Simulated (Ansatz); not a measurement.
Run report: C₂H₁₀AsNSi, single-point calculation

System: C₂H₁₀AsNSi.
Method: RKS B97M-V/def2-TZVPP (Ansatz 0.2.0).

The geometry comes from this level: PBE0-D4/def2-TZVP.

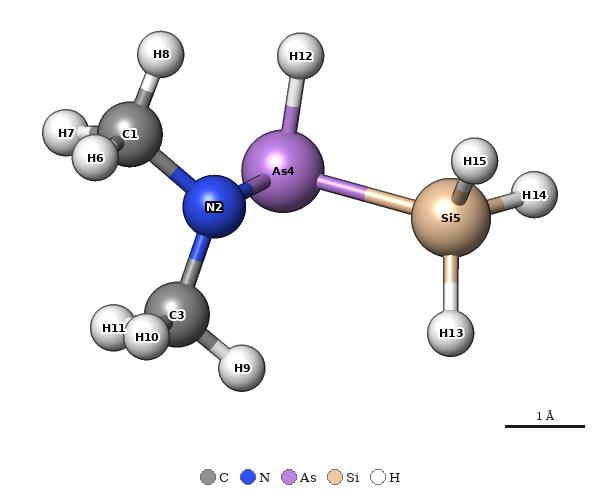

The structure (ball-and-stick view, seen at a tilt; atoms are numbered from 1 in the order of the input).

### Results in brief

| quantity | value |
| --- | --- |
| outcome | converged |
| total energy | −72433.8287 eV |
| SCF solution under orbital rotations | stable |
| HOMO | −5.20 eV |
| LUMO | −1.02 eV |
| hardware | 4 threads of AMD EPYC, 149 GiB of memory available, shared host |
| wall time | 7 s (CPU time 25 s) |
| peak memory | 0.66 GiB |

### Input
```yaml
crystal:
  periodic: [false, false, false]
  atoms:
    - {symbol: C, position_ang: [-1.534886, -0.021423, 1.226403]}
    - {symbol: N, position_ang: [-0.313404, 0.169620, 0.474941]}
    - {symbol: C, position_ang: [0.740012, 0.712273, 1.309088]}
    - {symbol: As, position_ang: [0.275140, -1.418921, -0.375103]}
    - {symbol: Si, position_ang: [0.977741, -0.245202, -2.313556]}
    - {symbol: H, position_ang: [-1.837439, 0.935822, 1.664442]}
    - {symbol: H, position_ang: [-1.441522, -0.748913, 2.051498]}
    - {symbol: H, position_ang: [-2.336945, -0.355379, 0.565191]}
    - {symbol: H, position_ang: [1.650455, 0.862936, 0.723416]}
    - {symbol: H, position_ang: [0.427849, 1.690235, 1.689581]}
    - {symbol: H, position_ang: [0.991952, 0.077837, 2.175805]}
    - {symbol: H, position_ang: [-1.075212, -1.724725, -1.017332]}
    - {symbol: H, position_ang: [2.103619, 0.644529, -1.922813]}
    - {symbol: H, position_ang: [1.471289, -1.204767, -3.339478]}
    - {symbol: H, position_ang: [-0.120448, 0.575378, -2.882882]}
basis:
  gaussian: {orbitals: def2-TZVPP}
hamiltonian: {xc: {name: B97M-V}}
output: {orbitals: {seedname: orbitals}}
```

Launched with:
```bash
ansatz run in.yaml --threads 4 --pin off --events-out ev --progress --plain --max-ram 11315MiB
```

### The program's output
```
Functional definition: B97M-V
  name "B97M-V"
  cite "Mardirossian & Head-Gordon, J. Chem. Phys. 142, 074111 (2015) doi:10.1063/1.4907719"
  cite "Becke, J. Chem. Phys. 107, 8554 (1997) doi:10.1063/1.475007"
  cite "Vydrov & Van Voorhis, J. Chem. Phys. 133, 244103 (2010) doi:10.1063/1.3521275"
  # Of w^i u^j: cxij and so on, Table III.
  parameter cx00 = 1.000
  parameter cx01 = 1.308
  parameter cx02 = 1.901
  parameter cx10 = 0.416
  parameter cx11 = 3.070
  parameter css00 = 1.000
  parameter css02 = -1.855
  parameter css10 = -5.668
  parameter css32 = -20.497
  parameter css42 = -20.364
  parameter cos00 = 1.000
  parameter cos01 = 1.573
  parameter cos03 = -6.298
  parameter cos10 = 2.535
  parameter cos32 = -6.427
  parameter b = 6.0
  parameter c = 0.01
  gx(w, u) = cx00 + cx01*u + cx02*u^2 + (cx10 + cx11*u)*w
  gss(w, u) = css00 + css02*u^2 + css10*w + (css32*w^3 + css42*w^4)*u^2
  gos(w, u) = cos00 + cos01*u + cos03*u^3 + cos10*w + cos32*w^3*u^2
  exchange = spin_sum(e_x_unif_s*gx(b97_w, b97_u_x))
  correlation = spin_sum(e_c_pw_mod_same_spin*gss(b97_w, b97_u_same))
      + integral(e_c_pw_mod_opposite_spin*gos(b97_w_opposite, b97_u_opposite)) + vv10(b, c)
1766 factors; their error is unknown
mean field evaluation 1: about -72423.1750 eV, gradient 6.6e1 eV
mean field evaluation 2: about -72352.8902 eV, gradient 1.6e2 eV
mean field evaluation 4: about -72433.6760 eV, gradient 9.3e0 eV
mean field evaluation 8: about -72433.8739 eV, gradient 3.7e-1 eV
mean field evaluation 16: about -72433.8286 eV, gradient 2.1e-3 eV
mean field -72433.82864837 eV, -2661.8941054150 hartree, gradient 5.5e-5 eV, S^2 0.000000; 0 other end points of the search recorded, 0 dependent functions left out
reference -72433.82872194 eV, -2661.8941081189 hartree; 38, 38 occupied and 285, 285 virtual orbitals, 1766 factors
Total energy: -72433.82872194 eV, -2661.8941081189 hartree
```

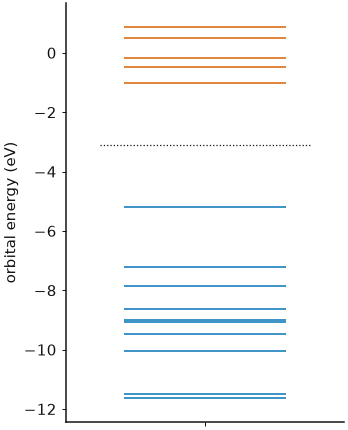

Orbital energies near the frontier; the dotted line parts filled from empty levels, and levels within 0.02 eV of each other stand side by side. Highest filled −5.20 eV, lowest empty −1.02 eV, 4.18 eV apart.
